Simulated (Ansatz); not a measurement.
```xyz
6
Lattice="3.0941 0.0000 0.0000 0.0000 3.0941 0.0000 0.0000 0.0000 8.0151" Properties=species:S:1:pos:R:3 pbc="T T T"
Hf    0.0000    0.0000    7.4103
Hf    1.5470    1.5470    4.8737
Ta    1.5470    1.5470    1.7225
N     0.0000    0.0000    5.1104
N     0.0000    0.0000    1.7132
N     1.5470    1.5470    7.2225
```

Space group P4mm; a structure generated by program, which may or may not match a known phase.

Method: Ansatz 0.2.0, DFT PBE, scalar-relativistic, plane waves, PAW.

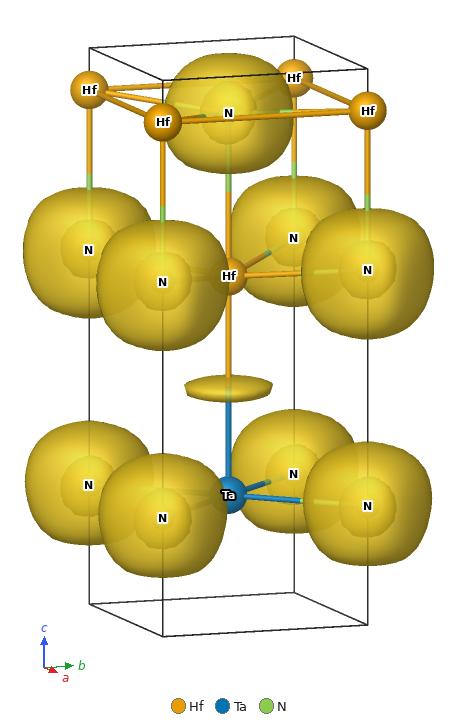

Hf2TaN3. Isosurface of the ELF at 0.65 (yellow), seen slightly off an axis. Core shells and regions of very low density are left out. Sticks mark near contacts.

Identify the bonds, lone pairs and shells in this picture.

Answer. At this value the surface marks out one lobe of the valence shell of Ta pointing towards Hf (polar bonds) and three regions wrapped around N (the valence shell of each), counted in one cell of 6 atoms. Any copies at cell faces, edges or corners count once.

Values along the shortest contacts:
Ta–N (2.19 Å): the ELF peaks at about 0.80 in the valence shell of N, 0.7 Å from its nucleus, and is about 0.20 at the midpoint: no shared electron pair shows on this line. Hf–N (2.20 Å): the ELF peaks at about 0.80 in the valence shell of N, 0.6 Å from its nucleus, and drops to about 0.15 between the two atoms: no localised pair shows between them.
